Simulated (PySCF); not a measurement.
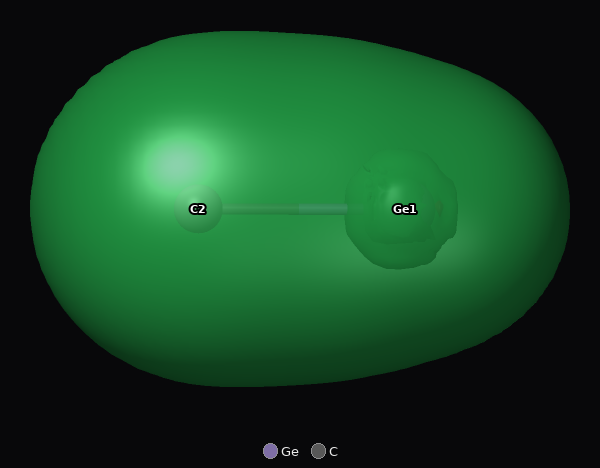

Figure 1: GeC (charge +1, quartet). Isosurfaces of the spin density at +0.015 (green) and −0.015 e/Å³ (red), seen from one side.

All numbers below come from PySCF 2.14.0, PBE0/def2-SVPD, non-relativistic Hamiltonian with scalar-relativistic core potentials where named, at a bond length of 1.917 Å.

```xyz
2

Ge    0.0000    0.0000   -0.2677
C     0.0000    0.0000    1.6493
```

> Describe the spin distribution.

The unpaired spin (3 electrons) lies mostly on C2 (about 2.1) and Ge1 (about 0.9), in electrons by Hirshfeld's partition.
